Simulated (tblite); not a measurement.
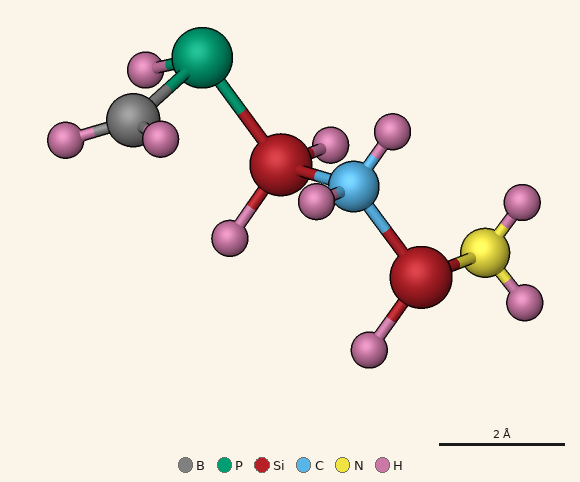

Starting structure of CH10BNPSi2 (multiplicity 2). Style: ball-and-stick. Shown from a free direction.

All numbers below come from GFN2-xTB geometry optimisation, gas phase (tblite).

```xyz
16

B     3.2028   -0.0763   -0.1276
P     2.2100    1.2887    0.8222
Si    0.3177    0.1680    0.7771
C    -0.4077    0.2560   -0.9587
Si   -2.0221   -0.6915   -1.0012
N    -3.2166    0.0815    0.0786
H     3.0246   -0.2128   -1.2905
H     3.9512   -0.7749    0.4541
H     2.6004    0.7852    2.1445
H     0.5361   -1.2321    1.1554
H    -0.6388    0.7784    1.7207
H    -0.5878    1.3041   -1.2282
H     0.3023   -0.2058   -1.6558
H    -1.7950   -2.0831   -0.5940
H    -4.1137   -0.4266   -0.0394
H    -3.3710    1.0503   -0.2686
```

**Where does the relaxation end?**

Over 103 geometry steps the energy falls by 41.9 kJ/mol. H8 moves most after the best rigid fit: 0.63 Å. Largest moves by element: H 0.63 Å, Si 0.27 Å, P 0.19 Å, B 0.18 Å, C 0.12 Å, N 0.09 Å. Among the contacts that change: B1–P2 1.937 → 1.826 Å, P2–H9 1.468 → 1.378 Å, Si5–N6 1.786 → 1.731 Å, P2–Si3 2.200 → 2.237 Å. Among the angles between lasting bonds that change: B1–P2–Si3 94.1° → 106.4°, Si5–N6–H15 107.3° → 119.1°, B1–P2–H9 93.7° → 103.4°.

The structure at the end:

```xyz
16

B     3.3542   -0.0236   -0.0560
P     2.1865    1.1055    0.7778
Si    0.2036    0.0694    0.7863
C    -0.4425    0.1454   -0.9986
Si   -2.1588   -0.6329   -1.2215
N    -3.1782    0.0302    0.0097
H     3.1108   -0.3528   -1.1541
H     4.3734   -0.3139    0.4378
H     2.5290    0.9941    2.1081
H     0.2765   -1.3221    1.2623
H    -0.6125    0.8454    1.7269
H    -0.4519    1.1866   -1.3235
H     0.2585   -0.3680   -1.6571
H    -2.1953   -2.0798   -1.0006
H    -4.1291   -0.2909    0.0841
H    -3.1318    1.0165    0.2070
```

The end point in the same view:

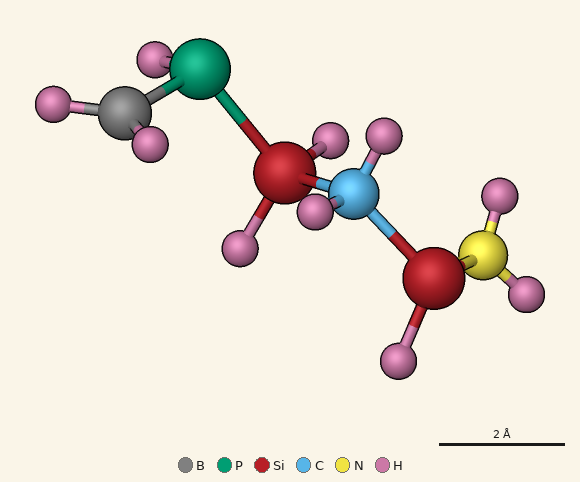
